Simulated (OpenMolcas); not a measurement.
# One shape, several levels: CH5BN (SMILES B[N]C)

Wanted: a comparison of 6 runs (UHF/def2-SVPD, U-r2SCAN/def2-SVPD, UB3LYP/def2-SVPD, UBLYP/def2-SVPD, UM06-L/def2-SVPD, USVWN5/def2-SVPD) of CH5BN. 

Program for the calculation: OpenMolcas 26.06.

## Step 1: The structure to begin with

The species is CH5BN (8 atoms), meant as a doublet with charge 0. As SMILES, `B[N]C`. The shape is that of a PBE0-D4/def2-TZVP optimisation.

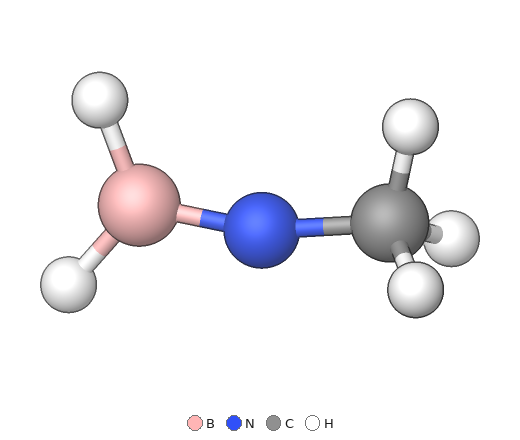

Viewed from a chosen angle; boron pink, nitrogen blue, carbon grey, hydrogen white.

## Step 2: Energy and gradient at UHF/def2-SVPD (run 1)

input.xyz

```xyz
8

B     -0.373900     1.096100    -0.965000
N      0.058500     0.275600    -0.008700
C      0.339600    -0.835900     0.776800
H     -1.007800     0.632300    -1.885400
H     -0.143000     2.276400    -0.921600
H     -0.096400    -0.755000     1.778600
H      1.416200    -1.018200     0.865300
H     -0.101000    -1.728600     0.304400
```

job.inp

```
* CH5BN Hartree-Fock
>>> EXPORT MOLCAS_PRINT=2
&GATEWAY
BasLib
$CurrDir
Coord
input.xyz
Basis
def2-SVPD
Group
NoSym
&SEWARD
&SCF
UHF
Spin
2
Thresholds
1e-10 1e-07 1e-07 1e-05
PrOrbitals
0
&ALASKA
```

The basis set def2-SVPD is read from a file made from the Basis Set Exchange's data (not shown).

Run with:

```bash
$ export MOLCAS_MEM=1860
$ pymolcas job.inp > job.log
```

What it wrote:

```text
--- Start Module: gateway ---
[...]
--- Stop Module: gateway /rc=_RC_ALL_IS_WELL_ ---
[...]
      Basis functions          100
[...]
--- Start Module: scf ---
[...]
       Convergence after  20 Iterations
[...]
::    Total SCF energy                               -119.7954987115
[...]
      Total spin, S                                     0.5146928971
[...]
      Total electronic charge=   23.000000
      Total            charge=   -0.000000
[...]
      Dipole Moment (debye):
      Origin of the operator (angstrom)=    0.0201    0.1260   -0.0305
                   X=  4.8714E-01               Y= -1.5693E+00               Z=  1.2589E+00           Total=  2.0699E+00
      Quadrupole Moment (debye*angstrom):
[...]
 *              Molecular gradients               *
 **************************************************
  Irreducible representation: a
 ------------------------------------------------------------------------------------------
                              X                       Y                       Z
 ------------------------------------------------------------------------------------------
  B1                8.86452929640669E-03   -1.36818853404348E-02    1.86851202237293E-02
  N2               -5.21444834610030E-03    2.15492046043653E-03   -9.28424609191625E-03
  C3               -2.30143011226192E-03    1.68602489361538E-02   -8.75050118606113E-03
  H4               -4.83553810431747E-04   -7.32767544026069E-05   -7.84975974035262E-04
  H5               -4.57942034404524E-04    3.37068499006055E-04   -8.59635877905024E-04
  H6               -1.68489684012174E-03   -4.35199115924156E-04    2.30119575879240E-03
  H7                2.57774814093814E-03   -1.19104568159845E-03   -2.95273553441944E-04
  H8               -1.30000629402049E-03   -3.97083100326956E-03   -1.01168329919599E-03
[...]
```

Wall time 14 s (1 thread of Arm Neoverse V2, shared host); peak memory 0.56 GiB.

## Step 3: A single-point energy at U-r2SCAN/def2-SVPD (run 2)

test.input

```
>>> EXPORT MOLCAS_PRINT=2
&GATEWAY
BasLib = $CurrDir
Coord
8
angstrom
B       -0.373900       1.096100      -0.965000
N        0.058500       0.275600      -0.008700
C        0.339600      -0.835900       0.776800
H       -1.007800       0.632300      -1.885400
H       -0.143000       2.276400      -0.921600
H       -0.096400      -0.755000       1.778600
H        1.416200      -1.018200       0.865300
H       -0.101000      -1.728600       0.304400
Basis = def2-SVPD
Group = NoSym
&SEWARD
GridInput
Grid=UltraFine
End of Grid
&SCF
UHF
Spin = 2
KSDFT = 2
1.0 MGGA_X_R2SCAN
1.0 MGGA_C_R2SCAN
Thresholds = 1e-10 1e-07 1e-07 1e-05
PrOrbitals = 1 1
```

The basis set def2-SVPD is read from a file made from the Basis Set Exchange's data (not shown).

Run with:

```bash
$ export MOLCAS_MEM=1860
$ pymolcas test.input > test.log
```

What it wrote:

```text
--- Start Module: gateway ---
[...]
--- Stop Module: gateway /rc=_RC_ALL_IS_WELL_ ---
--- Start Module: seward ---
[...]
      Basis functions          100
--- Stop Module: seward /rc=_RC_ALL_IS_WELL_ ---
[...]
--- Start Module: scf ---
[...]
       Convergence after  17 Iterations
[...]
::    Total KS-DFT energy                            -120.5084840968
[...]
      Total spin, S                                     0.5059650958
[...]
      Total electronic charge=   23.000000
      Total            charge=   -0.000000
[...]
      Dipole Moment (debye):
      Origin of the operator (angstrom)=    0.0201    0.1260   -0.0305
                   X=  4.4382E-01               Y= -1.6369E+00               Z=  1.2066E+00           Total=  2.0814E+00
      Quadrupole Moment (debye*angstrom):
[...]
--- Stop Module: scf /rc=_RC_ALL_IS_WELL_ ---
[...]
```

Wall time 94 s (1 thread of Arm Neoverse V2, shared host); peak memory 0.56 GiB.

## Step 4: Energy and gradient at UB3LYP/def2-SVPD (run 3)

job.input

```
&GATEWAY
 BasLib=$CurrDir
 Coord
 8
 bohr
 B     -0.70656860     2.07132881    -1.82358571
 N      0.11054898     0.52080852    -0.01644062
 C      0.64175099    -1.57962207     1.46793925
 H     -1.90446599     1.19487383    -3.56288964
 H     -0.27023084     4.30177255    -1.74157160
 H     -0.18216960    -1.42674322     3.36106689
 H      2.67623014    -1.92411914     1.63518002
 H     -0.19086234    -3.26658058     0.57523263
 Basis=def2-SVPD
 Group=NoSym

&SEWARD
 GridInput
 Grid=UltraFine
 End of Grid

&SCF
 UHF
 Spin=2
 KSDFT=B3LYP
 Thresholds=1e-10 1e-07 1e-07 1e-05
 PrOrbitals=1 2

&ALASKA
```

The basis set def2-SVPD is read from a file made from the Basis Set Exchange's data (not shown).

Run with:

```bash
$ export MOLCAS_MEM=1860
$ pymolcas job.input > job.log
```

What it wrote:

```text
--- Start Module: gateway ---
[...]
--- Stop Module: gateway /rc=_RC_ALL_IS_WELL_ ---
[...]
      Basis functions          100
[...]
--- Start Module: scf ---
[...]
       Convergence after  16 Iterations
[...]
::    Total KS-DFT energy                            -120.5962062627
[...]
      Total spin, S                                     0.5037624671
[...]
      Total electronic charge=   23.000000
      Total            charge=   -0.000000
[...]
      Dipole Moment (debye):
      Origin of the operator (angstrom)=    0.0201    0.1260   -0.0305
                   X=  4.3458E-01               Y= -1.6187E+00               Z=  1.1860E+00           Total=  2.0532E+00
      Quadrupole Moment (debye*angstrom):
[...]
 *              Molecular gradients               *
 **************************************************
  Irreducible representation: a
 ------------------------------------------------------------------------------------------
                              X                       Y                       Z
 ------------------------------------------------------------------------------------------
  B1               -4.97032170879930E-04   -6.19451914243285E-05   -8.24100026623142E-04
  N2                3.80180204639480E-04   -2.20133627639280E-03    1.31436172733590E-03
  C3               -3.79770802199975E-04   -1.45009036742749E-04   -6.67752361049878E-04
  H4                2.00906326181705E-03    5.46927474858849E-04    3.18109095662944E-03
  H5               -2.22807388012836E-04   -3.84620843099404E-03    7.36531489774921E-04
  H6                1.98252946738409E-03   -1.19875845683709E-05   -4.95857425566104E-03
  H7               -5.18788768640510E-03    1.21741325867097E-03   -6.47892510206360E-04
  H8                1.91572511365612E-03    4.50214578657082E-03    1.86633497973143E-03
[...]
```

Wall time 68 s (1 thread of Arm Neoverse V2, shared host); peak memory 0.56 GiB.

Runs 4 to 5 aren't shown in full; the table further down has their settings and results.

## Step 5: Energy and forces at USVWN5/def2-SVPD (run 6)

test.inp

```
&GATEWAY
 BASLIB = $CurrDir
 COORD
 8
 angstrom
 B       -0.373900       1.096100      -0.965000
 N        0.058500       0.275600      -0.008700
 C        0.339600      -0.835900       0.776800
 H       -1.007800       0.632300      -1.885400
 H       -0.143000       2.276400      -0.921600
 H       -0.096400      -0.755000       1.778600
 H        1.416200      -1.018200       0.865300
 H       -0.101000      -1.728600       0.304400
 BASIS = def2-SVPD
 GROUP = NoSym

&SEWARD
 GRIDINPUT
 Grid=UltraFine
 End of Grid

&SCF
 UHF
 SPIN = 2
 KSDFT = SVWN5
 THRESHOLDS = 1e-10 1e-07 1e-07 1e-05
 PRORBITALS = 0

&ALASKA
```

The basis set def2-SVPD is read from a file made from the Basis Set Exchange's data (not shown).

Run with:

```bash
$ export MOLCAS_MEM=1860
$ pymolcas test.inp > test.log
```

What it wrote:

```text
--- Start Module: gateway ---
[...]
--- Stop Module: gateway /rc=_RC_ALL_IS_WELL_ ---
[...]
      Basis functions          100
[...]
--- Start Module: scf ---
[...]
       Convergence after  17 Iterations
[...]
::    Total KS-DFT energy                            -119.4562391120
[...]
      Total spin, S                                     0.5020282170
[...]
      Total electronic charge=   23.000000
      Total            charge=   -0.000000
[...]
      Dipole Moment (debye):
      Origin of the operator (angstrom)=    0.0201    0.1260   -0.0305
                   X=  4.0493E-01               Y= -1.6495E+00               Z=  1.1455E+00           Total=  2.0487E+00
      Quadrupole Moment (debye*angstrom):
[...]
 *              Molecular gradients               *
 **************************************************
  Irreducible representation: a
 ------------------------------------------------------------------------------------------
                              X                       Y                       Z
 ------------------------------------------------------------------------------------------
  B1               -7.93667053149605E-03    1.32073034647817E-02   -1.70389900536154E-02
  N2                1.82713688784220E-03    1.22381557240214E-03    2.78951188138077E-03
  C3                3.86951092586196E-03   -1.90358718623695E-02    1.18042740059749E-02
  H4                5.50839483421273E-03    2.42364133400597E-03    8.46051998591602E-03
  H5               -1.01509387370002E-03   -1.05029069261109E-02    1.33816104451510E-03
  H6                4.81896179552788E-03   -3.05336954593019E-04   -1.06287078856226E-02
  H7               -1.13986294408739E-02    2.49487167986062E-03   -8.53648154567788E-04
  H8                4.32638940264995E-03    1.04944836921312E-02    4.12887917604166E-03
[...]
```

Wall time 41 s (1 thread of Arm Neoverse V2, shared host); peak memory 0.56 GiB.

## Step 6: All runs side by side

```csv
run,level,task,integration grid,energy (Eh),dipole moment (D),HOMO energy (eV),LUMO energy (eV),wall time
1,UHF/def2-SVPD,gradient,–,-119.795499,2.07,-10.67,2.09,14 s
2,U-r2SCAN/def2-SVPD,energy,UltraFine,-120.508484,2.08,-6.08,-3.38,94 s
3,UB3LYP/def2-SVPD,gradient,UltraFine,-120.596206,2.05,-6.88,-3.08,68 s
4,UBLYP/def2-SVPD,gradient,UltraFine,-120.530111,2.04,-5.51,-3.90,66 s
5,UM06-L/def2-SVPD,energy,UltraFine,-120.571413,1.98,-5.85,-3.57,92 s
6,USVWN5/def2-SVPD,gradient,UltraFine,-119.456239,2.05,-5.50,-4.28,41 s
```

## Step 7: Outcome

```
                                 quantity          value
                      run 6: total energy  -119.45624 Eh
                     run 6: dipole moment         2.05 D
run 6: HOMO energy (highest over α and β)       -5.50 eV
 run 6: LUMO energy (lowest over α and β)       -4.28 eV
                              run 6: ⟨S²⟩          0.754
          run 6: largest force on an atom     1.181 eV/Å
```

**Reading.** The dipole moment (its size) runs from 1.98 D (UM06-L/def2-SVPD) to 2.08 D (U-r2SCAN/def2-SVPD). Totals of different functionals can't be ranked against each other. All runs together took 6.2 min, the longest 94 s.
